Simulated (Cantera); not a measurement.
A closed system holds: 1 mol Hg, 0.6 mol O₂, 8.9 mol N₂, equilibrated at 29000 Pa.

Equilibrium computed with Cantera from the NASA thermochemical tables; the gas is ideal and each condensed phase is pure. Candidate condensed phases: Hg, HgO; 10 gas species. The numbers say what is thermodynamically allowed, not how fast it happens.

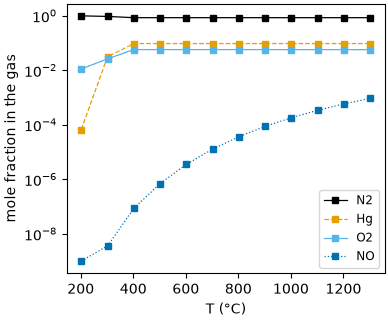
Fig. 1. Equilibrium gas composition (values under 1e-9 drawn at 1e-9)

From 202 °C to 302 °C the condensed part is HgO(s). From 402 °C to 1302 °C nothing is condensed. The main Hg-bearing gas is Hg throughout.
